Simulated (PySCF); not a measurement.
**C$_{3}$H$_{5}$FS, SMILES `CC(=S)CF`: what the electrons do**

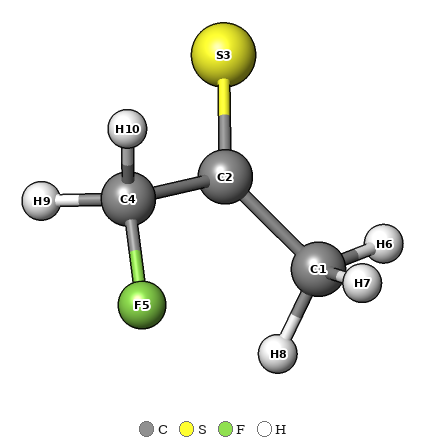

The molecule, with its atoms numbered as below. No frequency check shows the geometry to be a minimum.

Coordinates in Å:

```
C1      -0.2071   -1.5849   -0.0005
C2       0.1874   -0.1566   -0.0003
S3       1.7302    0.3454    0.0005
C4      -0.9133    0.8610   -0.0015
F5      -2.1563    0.2867    0.0011
H6       0.6685   -2.2272    0.0008
H7      -0.8252   -1.7965    0.8740
H8      -0.8225   -1.7968   -0.8758
H9      -0.8481    1.4979   -0.8921
H10     -0.8508    1.4982    0.8891
```

Part 1: Bonding charge

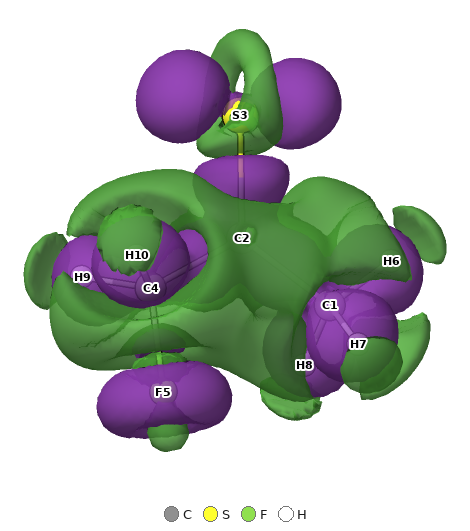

Deformation density (molecule less spherical, spin-averaged free atoms at the same positions), surfaces at ±0.04 e/Å³; purple: gain, green: loss.

PySCF calculation, B3LYP/def2-SVPD, gas phase; geometry: GFN2-xTB.

Describe the bonding that the map shows.

Answer. C4–H10 and C4–H9: +0.75 e/Å³ at the bond critical point (bond length 1.10 Å). C1–H6: +0.71 e/Å³ at the bond critical point (bond length 1.09 Å). C1–H8 and C1–H7: +0.66 e/Å³ at the bond critical point (bond length 1.09 Å). C2–C4: +0.56 e/Å³ at the bond critical point (bond length 1.50 Å). C1–C2: +0.51 e/Å³ at the bond critical point (bond length 1.48 Å). C2–S3: +0.08 e/Å³ at the bond critical point (bond length 1.62 Å); up to 0.6 Å beside the axis the gain reaches +0.50 e/Å³. C4–F5: −0.07 e/Å³ at the bond critical point (bond length 1.37 Å); up to 0.6 Å beside the axis the gain reaches +0.21 e/Å³. In all, 2.3 electrons gather in the regions of gain relative to the promolecule. A small or negative value marks a very polar bond, one between electron-rich atoms, whose free-atom densities already overlap strongly, a long bond to a heavier atom, or a closed-shell contact such as a hydrogen bond.

Part 2: Bond critical points

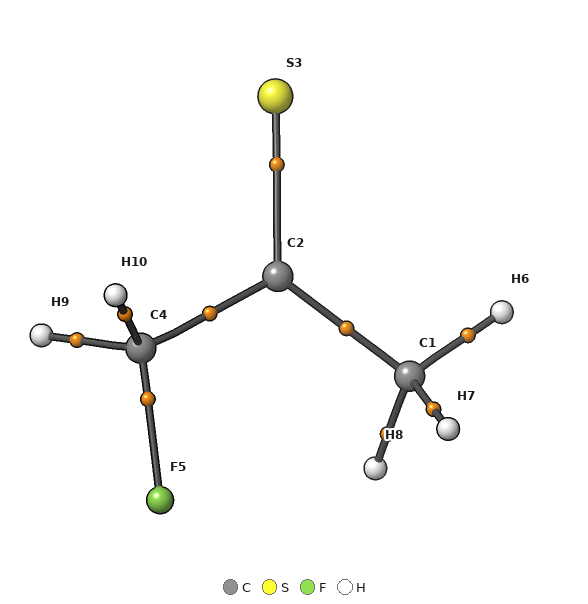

Molecular graph of the electron density (QTAIM): bond paths, bond critical points (orange), ring points (yellow, if any); weak paths are dashed.

How many critical points of each kind are there, and does the count close?

Answer. 10 nuclei, 9 bond, 0 ring and 0 cage critical points: 10 − 9 + 0 − 0 = 1, as the Poincaré–Hopf relation requires.

What does the calculation give at each kind of bond critical point?

Answer.
```csv
bond,length (Å),ρ (a.u.),∇²ρ (a.u.),ε,H (a.u.)
C4–H10 (2 alike),1.097,0.284,−1.10,0.06,−0.309
C1–H6,1.086,0.282,−1.07,0.01,−0.308
C1–H8 (2 alike),1.091,0.274,−1.00,0.01,−0.294
C2–C4,1.499,0.267,−0.67,0.07,−0.225
C1–C2,1.482,0.266,−0.64,0.03,−0.227
C4–F5,1.369,0.239,+0.08,0.03,−0.330
C2–S3,1.622,0.232,+0.35,0.05,−0.268
```

What kind of interaction is C2–S3?

Answer. Polar or intermediate (positive Laplacian, negative energy density H): ρ = 0.232, ∇²ρ = +0.35, H = −0.268 a.u.

Part 3: Local ionisation energy

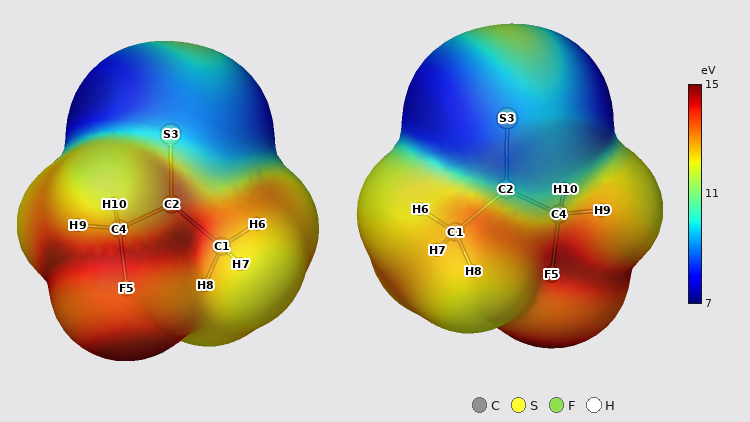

Average local ionisation energy on the surface of electron density 0.001 a.u. (back view left, front view right).

Locate the minima of the map.

Answer. The lowest value is 7.3 eV, 2.3 Å from S3. Further minima include 7.5 eV, near S3 (2.31 Å) and H6 (2.47 Å); 11.9 eV, 1.3 Å from H7, and at like points elsewhere; 13.2 eV, 1.7 Å from F5. For comparison, the highest occupied orbital lies at −6.5 eV.

Part 4: Excited states

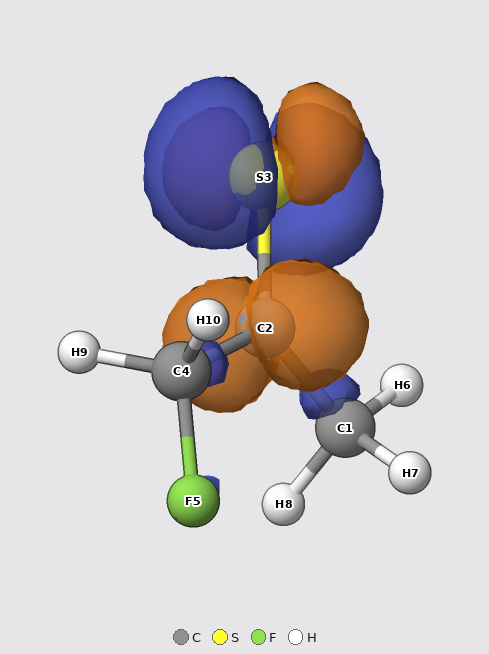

Unrelaxed difference density of S₁ less the ground state (full linear response singlet states), ±0.05 e/Å³; orange: gain, blue: loss.

PySCF calculation, PBE/def2-SVP, gas phase; geometry: GFN2-xTB. This is a single-reference result, which may miss multireference character in this system. Without diffuse functions Rydberg states are missing, so the states' numbers hold for this basis only.

How does the charge move on excitation?

Answer. 0.76 e is displaced in all, of which about 0.4 e passes between atoms: S3 (0.41 e) loses electrons and C2 (0.31 e) gains them. The state: 2.47 eV (502 nm), f = 0.000 (dark), n → π*; the leading pair carries 100 %; hole on S3 (82 %) and C2 (6 %), electron on S3 (41 %), C2 (37 %) and C1 and C4 (5 % each); their centroids lie 0.8 Å apart.

Part 5: Localised orbitals

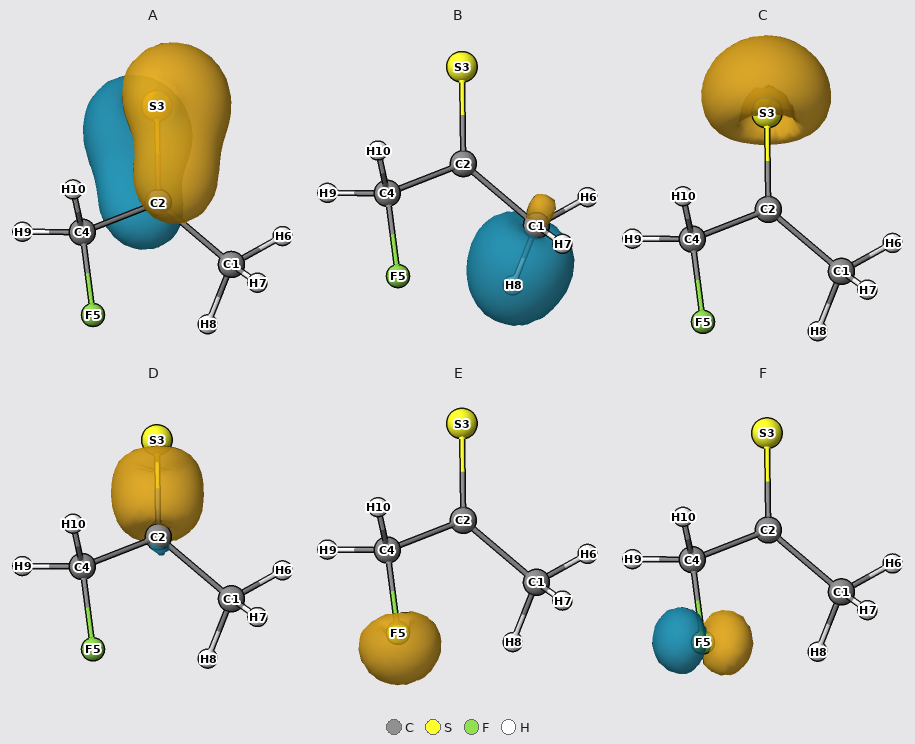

Pipek–Mezey orbitals, occupied; each surface holds about 70 % of the orbital's density. Energies are diagonal elements of the Fock matrix.

Method: HF/def2-SVP; geometry: GFN2-xTB; program: PySCF.

Name the orbitals, with their atomic make-up and energies.

Answer. By panel:
- A: π bond S3–C2 (S3 65 %, C2 34 %; −11.2 eV)
- B: σ bond C1–H8 (C1 55 %, H8 44 %; −18.5 eV)
- C: lone pair on S3 (s-type) (S3 100 %; −19.4 eV)
- D: σ bond C2–S3 (C2 54 %, S3 45 %; −22.9 eV)
- E: lone pair on F5 (sp0.4-type) (F5 100 %; −32.7 eV)
- F: lone pair on F5 (p-type) (F5 99 %; −17.9 eV)

The PySCF runs shown took 29 s, 2.5 min and 3.5 s on 1 thread of Arm Neoverse N1, on a shared host.
